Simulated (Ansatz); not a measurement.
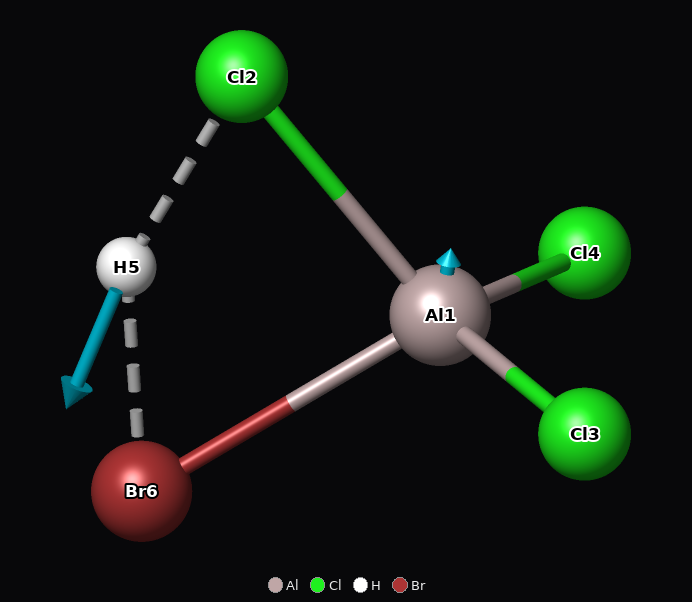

The arrows show one normal mode. Broken sticks mark bonds that form or break. Harmonic vibrations computed with RKS PBE0-D4/def2-TZVP (Ansatz 0.2.0) at a stationary point of the same level. It is a saddle point of order 1.

Q: Estimate its harmonic wavenumber.

A: 393i cm⁻¹; it is mode 1 of 12 counted from the lowest. It is the reaction coordinate: Cl2–H5 forms (1.62 Å), H5–Br6 breaks (1.67 Å), or the reverse.
